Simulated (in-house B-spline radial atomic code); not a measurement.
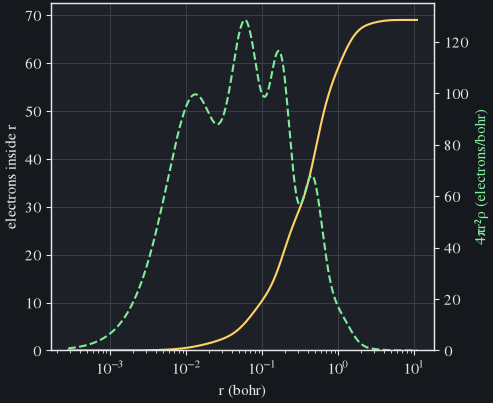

The Lu²⁺ ion in the configuration [Xe] 4f14 6s1. Computed with an in-house B-spline radial code: Dirac-Coulomb BHandHLYP, spherical density, exact exchange averaged over the configuration, Fermi nucleus, basis-set limit.

```
Z = 71
electrons = 69.0
configuration = [Xe] 4f14 6s1
hamiltonian = dirac
method = bhandhlyp
spin_polarised = False
nucleus = fermi
rms_radius = 5.37
mass_number = 175
atomic_mass = 174.940777211
speed_of_light = 137.035999084
exact_exchange = averaged over the configuration
```

Launched within a batch that task.json describes:
```bash
python run_scf.py task.json out
```

The plot shows the number of electrons inside radius r (solid) and the radial density 4πr²ρ (dashed).

Q: What does the plot show?

Answer: The count levels off at 69 electrons. Half of them lie within 0.394 bohr, 90 % within 1.21 bohr and 99 % within 2.80 bohr. The radial density has minima at 0.026, 0.11 and 0.31 bohr, where the count stands at 2.0, 11.1 and 29.7; these part the shells that the density resolves.
